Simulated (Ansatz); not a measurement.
# Sn wire along [100], 37 atoms a period, H-terminated: bands by functional

What gap, if any, does the Sn wire along [100], 37 atoms a period, H-terminated have, and how does it change with the functional?

Calculated with Ansatz 0.2.0; DFT PBE, plane waves, PAW; relaxation of a wire's period; PAW set soft_1, in the first sound run; inputs show where later runs differ.

### 1. The structure

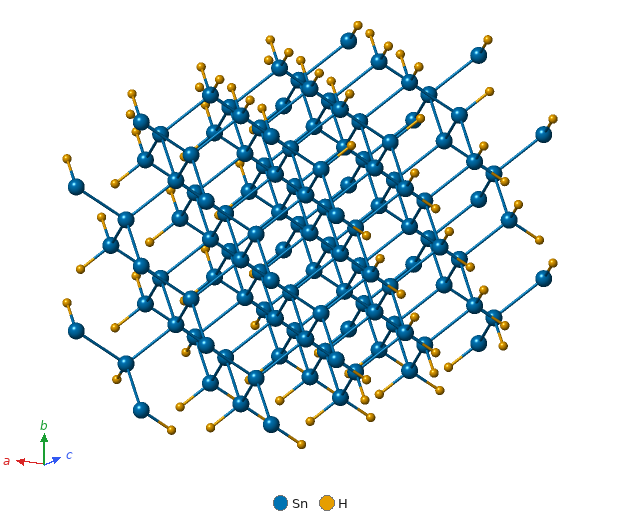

The cell as given, at a slant to the c axis (tin blue, hydrogen orange). 1×1×3 cells are drawn. Some periodic images of atoms are drawn too.

The cell holds 65 atoms: 37 Sn and 28 H. Cell: a = 22.121 Å, b = 22.121 Å, c = 6.650 Å, α = 90.0°, β = 90.0°, γ = 90.0°. Vacuum lies along a and b. The structure's axis is c.

### 2. The relaxed wire

Band widths follow the bond lengths, so the wire is relaxed first. The atoms and the third cell vector are free; the box across stays fixed as vacuum. A Fermi-Dirac smearing is set since the result may be a metal. The pressure printed is a third of the stress's trace over the whole box, vacuum included; only the stress along the axis is relaxed.

Contents of input.yaml:

```yaml
crystal:
  lattice:
    - [22.121, 0.0, 0.0]
    - [0.0, 22.121, 0.0]
    - [0.0, 0.0, 6.65]
  atoms:
    - { symbol: Sn, position: [0.199374484, 0.349684145, 0.0] }
    - { symbol: Sn, position: [0.199374484, 0.650303466, 0.0] }
    - { symbol: Sn, position: [0.349684145, 0.199374484, 0.0] }
    - { symbol: Sn, position: [0.349684145, 0.499993805, 0.0] }
    - { symbol: Sn, position: [0.349684145, 0.800613126, 0.0] }
    - { symbol: Sn, position: [0.499993805, 0.349684145, 0.0] }
    - { symbol: Sn, position: [0.499993805, 0.650303466, 0.0] }
    - { symbol: Sn, position: [0.650303466, 0.199374484, 0.0] }
    - { symbol: Sn, position: [0.650303466, 0.499993805, 0.0] }
    - { symbol: Sn, position: [0.650303466, 0.800613126, 0.0] }
    - { symbol: Sn, position: [0.800613126, 0.349684145, 0.0] }
    - { symbol: Sn, position: [0.800613126, 0.650303466, 0.0] }
    - { symbol: H, position: [0.153700104, 0.304009764, 0.151934281] }
    - { symbol: H, position: [0.153700104, 0.604629085, 0.151934281] }
    - { symbol: H, position: [0.304009764, 0.153700104, 0.151934281] }
    - { symbol: H, position: [0.395358525, 0.846287507, 0.151934281] }
    - { symbol: H, position: [0.604629085, 0.153700104, 0.151934281] }
    - { symbol: H, position: [0.695977846, 0.846287507, 0.151934281] }
    - { symbol: H, position: [0.846287507, 0.395358525, 0.151934281] }
    - { symbol: H, position: [0.846287507, 0.695977846, 0.151934281] }
    - { symbol: Sn, position: [0.274529315, 0.424838975, 0.25] }
    - { symbol: Sn, position: [0.274529315, 0.725458296, 0.25] }
    - { symbol: Sn, position: [0.424838975, 0.274529315, 0.25] }
    - { symbol: Sn, position: [0.424838975, 0.575148636, 0.25] }
    - { symbol: Sn, position: [0.575148636, 0.424838975, 0.25] }
    - { symbol: Sn, position: [0.575148636, 0.725458296, 0.25] }
    - { symbol: Sn, position: [0.725458296, 0.274529315, 0.25] }
    - { symbol: Sn, position: [0.725458296, 0.575148636, 0.25] }
    - { symbol: H, position: [0.153700104, 0.545668186, 0.348065719] }
    - { symbol: H, position: [0.454319425, 0.846287507, 0.348065719] }
    - { symbol: H, position: [0.545668186, 0.153700104, 0.348065719] }
    - { symbol: H, position: [0.846287507, 0.454319425, 0.348065719] }
    - { symbol: H, position: [0.228854934, 0.771132677, 0.401934281] }
    - { symbol: H, position: [0.771132677, 0.228854934, 0.401934281] }
    - { symbol: Sn, position: [0.199374484, 0.499993805, 0.5] }
    - { symbol: Sn, position: [0.349684145, 0.349684145, 0.5] }
    - { symbol: Sn, position: [0.349684145, 0.650303466, 0.5] }
    - { symbol: Sn, position: [0.499993805, 0.199374484, 0.5] }
    - { symbol: Sn, position: [0.499993805, 0.499993805, 0.5] }
    - { symbol: Sn, position: [0.499993805, 0.800613126, 0.5] }
    - { symbol: Sn, position: [0.650303466, 0.349684145, 0.5] }
    - { symbol: Sn, position: [0.650303466, 0.650303466, 0.5] }
    - { symbol: Sn, position: [0.800613126, 0.499993805, 0.5] }
    - { symbol: H, position: [0.228854934, 0.228854934, 0.598065719] }
    - { symbol: H, position: [0.771132677, 0.771132677, 0.598065719] }
    - { symbol: H, position: [0.153700104, 0.454319425, 0.651934281] }
    - { symbol: H, position: [0.454319425, 0.153700104, 0.651934281] }
    - { symbol: H, position: [0.545668186, 0.846287507, 0.651934281] }
    - { symbol: H, position: [0.846287507, 0.545668186, 0.651934281] }
    - { symbol: Sn, position: [0.274529315, 0.274529315, 0.75] }
    - { symbol: Sn, position: [0.274529315, 0.575148636, 0.75] }
    - { symbol: Sn, position: [0.424838975, 0.424838975, 0.75] }
    - { symbol: Sn, position: [0.424838975, 0.725458296, 0.75] }
    - { symbol: Sn, position: [0.575148636, 0.274529315, 0.75] }
    - { symbol: Sn, position: [0.575148636, 0.575148636, 0.75] }
    - { symbol: Sn, position: [0.725458296, 0.424838975, 0.75] }
    - { symbol: Sn, position: [0.725458296, 0.725458296, 0.75] }
    - { symbol: H, position: [0.153700104, 0.395358525, 0.848065719] }
    - { symbol: H, position: [0.153700104, 0.695977846, 0.848065719] }
    - { symbol: H, position: [0.304009764, 0.846287507, 0.848065719] }
    - { symbol: H, position: [0.395358525, 0.153700104, 0.848065719] }
    - { symbol: H, position: [0.604629085, 0.846287507, 0.848065719] }
    - { symbol: H, position: [0.695977846, 0.153700104, 0.848065719] }
    - { symbol: H, position: [0.846287507, 0.304009764, 0.848065719] }
    - { symbol: H, position: [0.846287507, 0.604629085, 0.848065719] }
kpoints:
  mp_grid: { grid: [1, 1, 13] }
scf:
  occupations: { method: fermi_dirac, width: 0.05 }
hamiltonian:
  xc: pbe
  pseudopotentials: { kind: paw, azcp: { folder: soft_1 } }
relax:
  cell: { fix: [a, b, alpha, beta, gamma] }
  max_steps: 45
  f_tol: 0.03
```

Started as:

```bash
> ansatz run input.yaml --threads 8 --pin off --max-ram 16384MiB --backend cpu --events-out ev --progress --plain --runs-dir out
```

Numbers of over 12 decimals in the logs are rounded to 6 here.

Output:

```text
Engine: ansatz 0.2.0, x86_64-unknown-linux-gnu
Pseudopotentials: kind: paw
Pseudopotential: Sn, paw, valence charge 14, recommended cutoff 420 eV (normal), soft_1/Sn.paw.azcp
Pseudopotential: H, paw, valence charge 1, recommended cutoff 420 eV (normal), soft_1/H.paw.azcp
Functional definition: PBE
  parameter kappa = 0.804
  parameter beta = 0.066725
  exchange = pbe_x(kappa = kappa, mu = beta*pi^2/3)
  correlation = pbe_c(beta = beta)
Crystal: 65 atoms, lattice volume = 3254.102 Å³
Basis set: ecut = 420 eV, 63583 PW (Γ), exchange–correlation on 300×300×90 points (8 copies of the dense FFT grid, shifted against one another)
Bands: 338, of which v1, the nominal top of the filled ones, is band 273 counted from 1 (272 counted from 0)
Symmetry: 8 space group operations
Space group: P-42m (ITA 111), of the structure as read, at distance tolerance 1.5e-4 Å
k-points: 7 of 13
Non-local potential: Sn, projectors of the file, l = 0: 2, l = 1: 2, l = 2: 2, l = 3: 1
Non-local potential: H, projectors of the file, l = 0: 2, l = 1: 1
PAW form: soft (Blöchl's): semilocal exchange-correlation on the pseudo side does not see the compensation charge
PAW one-centre angular grid: Sn, 590 points (default); XC on 64 Gauss nodes
PAW one-centre angular grid: H, 110 points (default); XC on 64 Gauss nodes
Initial density: superposition of atomic densities (neutral atoms: chi_scale 0, normalization atom)
Initial wavefunctions: pseudopotential atomic-orbital guess
Functional: x = pbe(κ = 0.804, μ = 0.219515), c = pbe(β = 0.066725)
SCF iter   1: F=—  HF=-223338.561500 eV  |F-HF|=—  |Δ(HF+E_count)|=         —  Δρ=2.88e-2  dr2=2.94e1  ethr=3.10e-3  ⟨swp⟩=6.3  Hψ=9974  notcnv=0  defer=137
preconditioner: auto → Resta (q_TF=auto, 2.026 Å⁻¹)  ε∞=2.3  [insulator: Δε(μ)=0.612 eV  Ē_g=7.684 eV  σ=0.050 eV  W_gap=1.00  n_scr=444 (ndim 8)  ℏωp=8.6 eV  f_vac=0.462  D(μ)=0.02/eV (n_scr^D=0)  ε∞_Penn≈2.3  vacuum switching on, ρ_ref=4.3e-3 e/Å³]
SCF iter   2: F=—  HF=-223332.149705 eV  |F-HF|=—  |Δ(HF+E_count)|=    6.41e0  Δρ=1.17e-2  dr2=7.50e0  ethr=3.10e-3  ⟨swp⟩=2.3  Hψ=3199  notcnv=0  defer=369
SCF iter   3: F=—  HF=-223331.406109 eV  |F-HF|=—  |Δ(HF+E_count)|=   7.44e-1  Δρ=5.28e-3  dr2=6.03e0  ethr=1.37e-3  ⟨swp⟩=3.0  Hψ=3264  notcnv=0  defer=355
SCF iter   4: F=—  HF=-223330.739032 eV  |F-HF|=—  |Δ(HF+E_count)|=   6.67e-1  Δρ=1.75e-3  dr2=4.53e-1  ethr=1.10e-3  ⟨swp⟩=3.1  Hψ=3287  notcnv=0  defer=356
SCF iter   5: F=—  HF=-223330.726683 eV  |F-HF|=—  |Δ(HF+E_count)|=   1.23e-2  Δρ=6.59e-4  dr2=2.39e-2  ethr=8.30e-5  ⟨swp⟩=2.4  Hψ=2730  notcnv=0  defer=358
SCF iter   6: F=—  HF=-223330.739220 eV  |F-HF|=—  |Δ(HF+E_count)|=   1.25e-2  Δρ=2.60e-4  dr2=2.75e-3  ethr=4.38e-6  ⟨swp⟩=2.0  Hψ=2625  notcnv=0  defer=358
SCF iter   7: F=—  HF=-223330.742231 eV  |F-HF|=—  |Δ(HF+E_count)|=   3.01e-3  Δρ=6.54e-5  dr2=2.76e-4  ethr=5.04e-7  ⟨swp⟩=2.0  Hψ=3627  notcnv=0  defer=358
SCF iter   8: F=—  HF=-223330.742393 eV  |F-HF|=—  |Δ(HF+E_count)|=   1.62e-4  Δρ=1.90e-5  dr2=2.15e-5  ethr=5.05e-8  ⟨swp⟩=2.0  Hψ=3920  notcnv=0  defer=358
SCF iter   9: F=—  HF=-223330.742111 eV  |F-HF|=—  |Δ(HF+E_count)|=   2.82e-4  Δρ=8.22e-6  dr2=6.36e-6  ethr=3.94e-9  ⟨swp⟩=3.0  Hψ=4483  notcnv=0  defer=358
SCF iter  10: F=—  HF=-223330.742114 eV  |F-HF|=—  |Δ(HF+E_count)|=   3.22e-6  Δρ=3.16e-6  dr2=7.76e-7  ethr=1.17e-9  ⟨swp⟩=3.0  Hψ=3930  notcnv=0  defer=358
SCF iter  11: F=-223330.742115 eV  HF=-223330.742115 eV  |F-HF|=4.88e-8  |Δ(HF+E_count)|=   7.50e-7  Δρ=8.73e-7  dr2=5.27e-8  ethr=1.83e-11  ⟨swp⟩=3.1  Hψ=8681  notcnv=0
SCF 1 converged in 11 iterations: F = -223330.742115 eV  dr2 = 5.27e-8
  greatest PAW one-centre occupation: 0.991 electrons in one spin orbital (limit 2), on the Sn atom at site 10 (counted from 0), in its partial waves of l = 2
relax step   1: F+E_penalty+E_count = -223330.74211491 eV  Δ(F+E_penalty+E_count) = +0.000e0 eV  max|allowed force component| = 1.666e-1 eV/Å  Δτ_max = 0.0000 Å  P = -0.317 GPa  Ω = 3254.102 Å³  fix = [a, b, alpha, beta, gamma]  reactions: a -0.350, b -0.350 GPa  (11 SCF iters, dr2 threshold 1.00e-7 eV, accepted)
Crystal: 65 atoms, lattice volume = 3250.277 Å³
Basis set: ecut = 420 eV, 63471 PW (Γ), exchange–correlation on 300×300×90 points (8 copies of the dense FFT grid, shifted against one another)
Initial density: handed on by an earlier stage of this run
Initial wavefunctions: those handed on with the density
iter 1 solved again at ethr=1.44e-4 eV; its pass at ethr=3.10e-3 eV (dr2=7.84e-1 eV) is discarded
SCF iter   1: F=—  HF=-223330.784474 eV  |F-HF|=—  |Δ(HF+E_count)|=         —  Δρ=5.89e-3  dr2=7.92e-1  ethr=1.44e-4  ⟨swp⟩=7.0  Hψ=10593  notcnv=0  defer=2
preconditioner: auto → Resta (q_TF=auto, 2.027 Å⁻¹)  ε∞=1.6  [insulator: Δε(μ)=1.018 eV  Ē_g=18.949 eV  σ=0.050 eV  W_gap=1.00  n_scr=444 (ndim 8)  ℏωp=15.2 eV  f_vac=0.508  D(μ)=0.00/eV (n_scr^D=0)  ε∞_Penn≈1.6  vacuum switching on, ρ_ref=2.6e-2 e/Å³]
SCF iter   2: F=—  HF=-223330.670946 eV  |F-HF|=—  |Δ(HF+E_count)|=   1.14e-1  Δρ=2.98e-3  dr2=1.87e-1  ethr=1.44e-4  ⟨swp⟩=3.4  Hψ=3280  notcnv=0  defer=101
SCF iter   3: F=—  HF=-223330.690890 eV  |F-HF|=—  |Δ(HF+E_count)|=   1.99e-2  Δρ=7.29e-4  dr2=2.66e-1  ethr=3.42e-5  ⟨swp⟩=3.4  Hψ=3811  notcnv=0  defer=186
SCF iter   4: F=—  HF=-223330.657205 eV  |F-HF|=—  |Δ(HF+E_count)|=   3.37e-2  Δρ=2.90e-4  dr2=2.67e-2  ethr=3.42e-5  ⟨swp⟩=2.0  Hψ=2641  notcnv=0  defer=324
SCF iter   5: F=—  HF=-223330.654532 eV  |F-HF|=—  |Δ(HF+E_count)|=   2.67e-3  Δρ=1.36e-4  dr2=7.15e-4  ethr=4.90e-6  ⟨swp⟩=1.7  Hψ=2385  notcnv=0  defer=324
SCF iter   6: F=—  HF=-223330.654640 eV  |F-HF|=—  |Δ(HF+E_count)|=   1.08e-4  Δρ=4.56e-5  dr2=6.68e-5  ethr=1.31e-7  ⟨swp⟩=2.6  Hψ=3610  notcnv=0  defer=336
SCF iter   7: F=—  HF=-223330.654677 eV  |F-HF|=—  |Δ(HF+E_count)|=   3.66e-5  Δρ=1.44e-5  dr2=9.55e-6  ethr=1.22e-8  ⟨swp⟩=2.0  Hψ=2629  notcnv=0  defer=336
SCF iter   8: F=—  HF=-223330.654680 eV  |F-HF|=—  |Δ(HF+E_count)|=   3.75e-6  Δρ=4.66e-6  dr2=2.16e-6  ethr=3.18e-10  ⟨swp⟩=5.3  Hψ=7638  notcnv=0
SCF iter   9: F=-223330.654680 eV  HF=-223330.654680 eV  |F-HF|=2.15e-8  |Δ(HF+E_count)|=   3.68e-8  Δρ=1.83e-6  dr2=1.11e-7  ethr=3.18e-10  ⟨swp⟩=4.9  Hψ=6809  notcnv=0
SCF 2 converged in 9 iterations: F = -223330.654680 eV  dr2 = 1.11e-7
  greatest PAW one-centre occupation: 0.991 electrons in one spin orbital (limit 2), on the Sn atom at site 38 (counted from 0), in its partial waves of l = 2
[...]
E_aug_tail   = -0.013920  (compensation charges beyond the density's cutoff)
  E_ewald      = 52766.706078
  E_smearing   = -0.000008  (= −TS)
  E_closure    = 0.000000  (closes the sum)
  Σ components = -223331.148024   (vs F -223331.148024, Δ=0.00e0)
--- Forces (eV/Å), atoms counted from 1 ---
  atom   1  Sn    -0.00265196     0.00154426    -0.00330776
  atom   2  Sn    -0.00265196    -0.00154426     0.00330776
  atom   3  Sn     0.00154426    -0.00265196    -0.00330776
  atom   4  Sn     0.01033723    -0.00000000    -0.00000000
  atom   5  Sn     0.00154426     0.00265196     0.00330776
  atom   6  Sn    -0.00000000     0.01033723    -0.00000000
  atom   7  Sn     0.00000000    -0.01033723     0.00000000
  atom   8  Sn    -0.00154426    -0.00265196     0.00330776
  atom   9  Sn    -0.01033723     0.00000000     0.00000000
  atom  10  Sn    -0.00154426     0.00265196    -0.00330776
  atom  11  Sn     0.00265196     0.00154426     0.00330776
  atom  12  Sn     0.00265196    -0.00154426    -0.00330776
  atom  13  H      0.00283774     0.00103967     0.00267668
  atom  14  H     -0.00055901     0.00222374    -0.00197081
  atom  15  H      0.00103967     0.00283774     0.00267668
  atom  16  H     -0.00222374     0.00055901    -0.00197081
  atom  17  H      0.00222374    -0.00055901    -0.00197081
  atom  18  H     -0.00103967    -0.00283774     0.00267668
  atom  19  H      0.00055901    -0.00222374    -0.00197081
  atom  20  H     -0.00283774    -0.00103967     0.00267668
  atom  21  Sn    -0.00593532    -0.00845477     0.00362257
  atom  22  Sn     0.00530090    -0.00530090    -0.00174853
  atom  23  Sn    -0.00845477    -0.00593532     0.00362257
  atom  24  Sn    -0.00480740     0.00480740     0.00241536
  atom  25  Sn     0.00480740    -0.00480740     0.00241536
  atom  26  Sn     0.00845477     0.00593532     0.00362257
  atom  27  Sn    -0.00530090     0.00530090    -0.00174853
  atom  28  Sn     0.00593532     0.00845477     0.00362257
  atom  29  H     -0.00056003    -0.00112622    -0.00040874
  atom  30  H      0.00112622     0.00056003    -0.00040874
  atom  31  H     -0.00112622    -0.00056003    -0.00040874
  atom  32  H      0.00056003     0.00112622    -0.00040874
  atom  33  H     -0.00416123     0.00416123     0.00218600
  atom  34  H      0.00416123    -0.00416123     0.00218600
  atom  35  Sn     0.00076771    -0.00000000    -0.00000000
  atom  36  Sn     0.00160255     0.00160255     0.00090061
  atom  37  Sn     0.00160255    -0.00160255    -0.00090061
  atom  38  Sn    -0.00000000     0.00076771    -0.00000000
  atom  39  Sn    -0.00000000     0.00000000    -0.00000000
  atom  40  Sn     0.00000000    -0.00076771    -0.00000000
[...]
atom  54  Sn     0.00845477    -0.00593532    -0.00362257
  atom  55  Sn     0.00480740     0.00480740    -0.00241536
  atom  56  Sn     0.00593532    -0.00845477    -0.00362257
  atom  57  Sn    -0.00530090    -0.00530090     0.00174853
  atom  58  H     -0.00055901    -0.00222374     0.00197081
  atom  59  H      0.00283774    -0.00103967    -0.00267668
  atom  60  H      0.00103967    -0.00283774    -0.00267668
  atom  61  H     -0.00222374    -0.00055901     0.00197081
  atom  62  H      0.00222374     0.00055901     0.00197081
  atom  63  H     -0.00103967     0.00283774    -0.00267668
  atom  64  H     -0.00283774     0.00103967    -0.00267668
  atom  65  H      0.00055901     0.00222374     0.00197081
  max |Σ_I F_I| component: 1.26e-17 eV/Å
--- Stress (GPa, compression-positive) ---
        0.004467      -0.000000      -0.000000
       -0.000000       0.004467       0.000000
       -0.000000       0.000000       0.006993
  P = ⅓ Tr σ = 0.0053 GPa (0.053 kbar)
--- Relaxed structure (8 steps of the walk, 6 accepted, 1 SCFs on fresh bases) ---
  F+E_penalty+E_count = -223331.14802441 eV   max|allowed force component| = 1.034e-2 eV/Å   (the final SCF, on the basis selected at the relaxed cell)
  cell:  # Å, volume = 3259.9807 Å³
    - [22.121, 0, 0]
    - [0, 22.121, 0]
    - [0, 0, 6.662014]
  atoms:
    - { symbol: Sn, position: [0.203150, 0.344243, 0.020210] }
    - { symbol: Sn, position: [0.203150, 0.655757, -0.020210] }
    - { symbol: Sn, position: [0.344243, 0.203150, 0.020210] }
    - { symbol: Sn, position: [0.349894, 0.5, 0] }
    - { symbol: Sn, position: [0.344243, 0.796850, -0.020210] }
    - { symbol: Sn, position: [0.5, 0.349894, 0] }
    - { symbol: Sn, position: [0.5, 0.650106, 0] }
    - { symbol: Sn, position: [0.655757, 0.203150, -0.020210] }
    - { symbol: Sn, position: [0.650106, 0.5, 0] }
    - { symbol: Sn, position: [0.655757, 0.796850, 0.020210] }
    - { symbol: Sn, position: [0.796850, 0.344243, -0.020210] }
    - { symbol: Sn, position: [0.796850, 0.655757, 0.020210] }
    - { symbol: H, position: [0.168773, 0.294064, 0.184838] }
    - { symbol: H, position: [0.145739, 0.617108, 0.101073] }
    - { symbol: H, position: [0.294064, 0.168773, 0.184838] }
    - { symbol: H, position: [0.382892, 0.854261, 0.101073] }
    - { symbol: H, position: [0.617108, 0.145739, 0.101073] }
    - { symbol: H, position: [0.705936, 0.831227, 0.184838] }
    - { symbol: H, position: [0.854261, 0.382892, 0.101073] }
    - { symbol: H, position: [0.831227, 0.705936, 0.184838] }
    - { symbol: Sn, position: [0.275771, 0.424834, 0.250659] }
    - { symbol: Sn, position: [0.276801, 0.723199, 0.247010] }
    - { symbol: Sn, position: [0.424834, 0.275771, 0.250659] }
    - { symbol: Sn, position: [0.425320, 0.574680, 0.248854] }
    - { symbol: Sn, position: [0.574680, 0.425320, 0.248854] }
    - { symbol: Sn, position: [0.575166, 0.724229, 0.250659] }
    - { symbol: Sn, position: [0.723199, 0.276801, 0.247010] }
    - { symbol: Sn, position: [0.724229, 0.575166, 0.250659] }
    - { symbol: H, position: [0.156259, 0.544515, 0.352881] }
    - { symbol: H, position: [0.455485, 0.843741, 0.352881] }
    - { symbol: H, position: [0.544515, 0.156259, 0.352881] }
    - { symbol: H, position: [0.843741, 0.455485, 0.352881] }
    - { symbol: H, position: [0.231181, 0.768819, 0.396624] }
    - { symbol: H, position: [0.768819, 0.231181, 0.396624] }
    - { symbol: Sn, position: [0.203163, 0.5, 0.5] }
    - { symbol: Sn, position: [0.350912, 0.350912, 0.501059] }
    - { symbol: Sn, position: [0.350912, 0.649088, 0.498941] }
    - { symbol: Sn, position: [0.5, 0.203163, 0.5] }
    - { symbol: Sn, position: [0.5, 0.5, 0.5] }
    - { symbol: Sn, position: [0.5, 0.796837, 0.5] }
    - { symbol: Sn, position: [0.649088, 0.350912, 0.498941] }
    - { symbol: Sn, position: [0.649088, 0.649088, 0.501059] }
    - { symbol: Sn, position: [0.796837, 0.5, 0.5] }
    - { symbol: H, position: [0.231181, 0.231181, 0.603376] }
    - { symbol: H, position: [0.768819, 0.768819, 0.603376] }
    - { symbol: H, position: [0.156259, 0.455485, 0.647119] }
    - { symbol: H, position: [0.455485, 0.156259, 0.647119] }
    - { symbol: H, position: [0.544515, 0.843741, 0.647119] }
    - { symbol: H, position: [0.843741, 0.544515, 0.647119] }
    - { symbol: Sn, position: [0.276801, 0.276801, 0.752990] }
    - { symbol: Sn, position: [0.275771, 0.575166, 0.749341] }
    - { symbol: Sn, position: [0.425320, 0.425320, 0.751146] }
    - { symbol: Sn, position: [0.424834, 0.724229, 0.749341] }
    - { symbol: Sn, position: [0.575166, 0.275771, 0.749341] }
    - { symbol: Sn, position: [0.574680, 0.574680, 0.751146] }
    - { symbol: Sn, position: [0.724229, 0.424834, 0.749341] }
    - { symbol: Sn, position: [0.723199, 0.723199, 0.752990] }
    - { symbol: H, position: [0.145739, 0.382892, 0.898927] }
    - { symbol: H, position: [0.168773, 0.705936, 0.815162] }
    - { symbol: H, position: [0.294064, 0.831227, 0.815162] }
    - { symbol: H, position: [0.382892, 0.145739, 0.898927] }
    - { symbol: H, position: [0.617108, 0.854261, 0.898927] }
    - { symbol: H, position: [0.705936, 0.168773, 0.815162] }
    - { symbol: H, position: [0.831227, 0.294064, 0.815162] }
    - { symbol: H, position: [0.854261, 0.617108, 0.898927] }
[key lines of the parts left out:]
SCF converged after 7 iterations
Free energy (F): -223331.148024 eV
Fermi energy:    0.387297 eV
```

Wall time 15 min (8 threads of Intel Xeon 6975P-C (Granite Rapids), shared host); peak memory 12 GiB.

(Continued in part 2 of 2.)

[Logs are printed without paths, hosts, clocks, repeated set-up lines and the standing remarks that a program may print on its own settings, such as how far it seeks lower states.]

[Hosts, paths, dates, database ids (printed as entryN), source tags and the programs' standing remarks are cut or masked in the printed files.]
